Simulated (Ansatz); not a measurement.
In doubt: masses and optical values from hybrid runs of this build are listed as unsure, which bears on the screening that GW takes from such a start.

Two G0W0 runs on BaTiO3 (Barioperovskite).

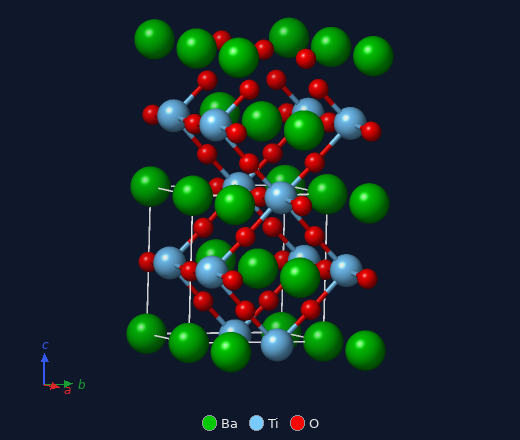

The structure (barium green, titanium blue, oxygen red). 2×1×2 conventional cells are drawn. Some periodic images of atoms are drawn too.

```cif
data_structure
_symmetry_space_group_name_H-M 'P 1'
_symmetry_Int_Tables_number 1
_cell_length_a 3.9855
_cell_length_b 4.0178
_cell_length_c 4.0178
_cell_angle_alpha 89.834
_cell_angle_beta 90.000
_cell_angle_gamma 90.000
_cell_volume 64.34
loop_
_atom_site_label
_atom_site_type_symbol
_atom_site_fract_x
_atom_site_fract_y
_atom_site_fract_z
_atom_site_occupancy
Ba1 Ba 0.00000 0.00000 0.00000 1
Ti2 Ti 0.50000 0.51240 0.51240 1
O3 O 0.00000 0.48740 0.48740 1
O4 O 0.50000 0.50524 0.99184 1
O5 O 0.50000 0.99184 0.50524 1
```

The cell and positions come from the Crystallography Open Database and are kept as given unless a step says otherwise. Spin-orbit coupling is left out unless a run names it.

The first (Ansatz 0.2.0; start HSE06, 6×6×6 mesh, 382 empty bands, screening to 190 eV, hard PAW files; 1 × NVIDIA H100 80GB HBM3 (shared by 3 runs) with 4 threads of AMD EPYC 7R13 (Zen 3), shared host) gave, on its mesh: starting gap 3.31 eV, G0W0 gap 3.64 eV, RPA ε∞ (mean) 4.55, 6 min.

Question: The second changes start from HSE06 to PBE0. What does it give?

It gave: starting gap 4.06 eV, G0W0 gap 3.91 eV, RPA ε∞ (mean) 4.24, 6.4 min. The G0W0 gap moves by +0.27 eV, +0.74 eV from the start and −0.48 eV from the correction. Σc changes by −0.14 eV at the valence top and +0.14 eV at the conduction bottom, and Σx − Vxc between them by −0.77 eV.

Limits: not at the basis limit; no spin-orbit coupling.

[Paths, hosts, dates, memory and timing lines, banners, echoed tables and standing remarks are left out of the program output.]

[Logs are printed without paths, hosts, clocks, repeated set-up lines and the standing remarks that a program may print on its own settings, such as how far it seeks lower states.]

[Runs of the session that timed out or met a known fault of the program may be left out.]

[Cells called generated may have been cut or substituted from an entry of the Crystallography Open Database or the Materials Project.]

[Hosts, paths, dates, database ids (printed as entryN), source tags and the programs' standing remarks are cut or masked in the printed files.]
